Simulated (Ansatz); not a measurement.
MoS2, response to strain

Consider MoS2 (space group P6_3/mmc, No. 194; a = 3.109 Å, c = 11.709 Å; layered, stacked along the Cartesian z axis). Axes: x lies along a and z along c of the hexagonal cell.

Strains are applied to the cell and any free atomic positions relax.

Computed with PBEsol-D3(BJ) (Ansatz, a program for electronic structure), spin-orbit coupling left out.

Notes on the quantities. energy relative to the base: free energy F.

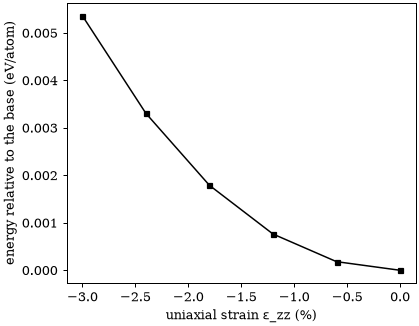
Energy relative to the base against uniaxial strain ε_zz

```
uniaxial strain ε_zz (%)  energy relative to the base
------------------------  ---------------------------
-3                                      +5.4 meV/atom
-2.4                                    +3.3 meV/atom
-1.8                                    +1.8 meV/atom
-1.2                                    +0.8 meV/atom
-0.6                                    +0.2 meV/atom
```

Whether these cells are dynamically stable was not tested.
